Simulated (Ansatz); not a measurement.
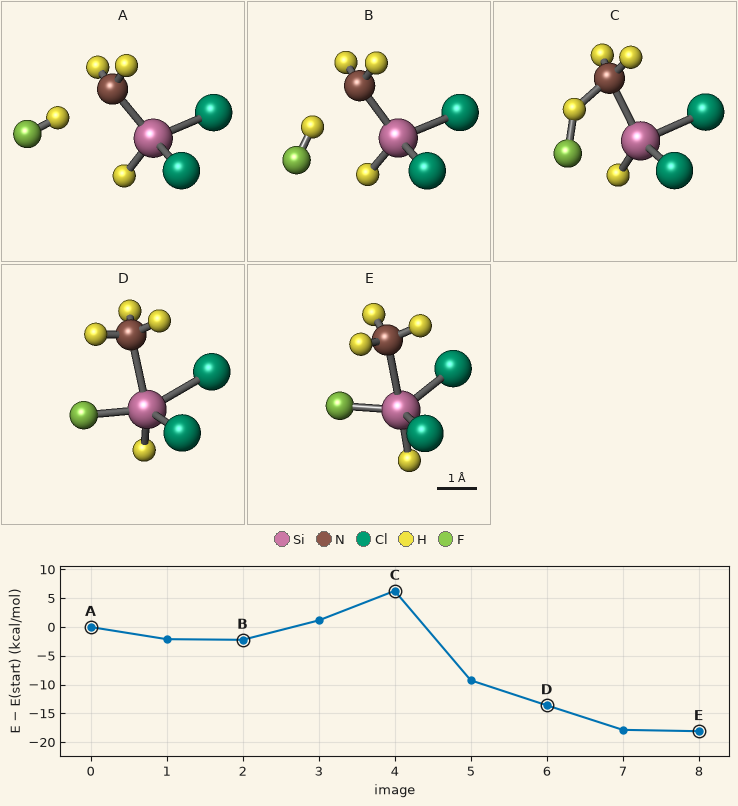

A nudged-elastic-band calculation for SiNH4Cl2F. Images are numbered from 0 (start) to 8 (end). Frames A to E are images 0, 2, 4, 6, 8. The picture is a ball-and-stick view, seen at a tilt.

Level of theory: RKS revPBE-D4/def2-SVP (Ansatz). Settings: 7 movable images; climbing image.

### Describe the mechanism and the energy profile.

Breaking: F–H (0.95 → 2.58 Å). Forming: H–N (1.74 → 1.02 Å), F–Si (3.59 → 1.62 Å). The highest point, image 4, lies 6.3 kcal/mol above the start and 24.4 kcal/mol above the end; the end is at −18.1 kcal/mol relative to the start. The band converged in 11 iterations. The largest component of the band force went from 4 to 0.045 eV/Å. The climbing image converged on the top of the path. Its curvatures weren't checked. The largest force component is 0.70 eV/Å at the start and 1.17 eV/Å at the end; an end with forces this large is no minimum, and the barrier measured from it can be far off.

The run took 61 s on 8 threads of Arm Neoverse V1, with other jobs on the host.
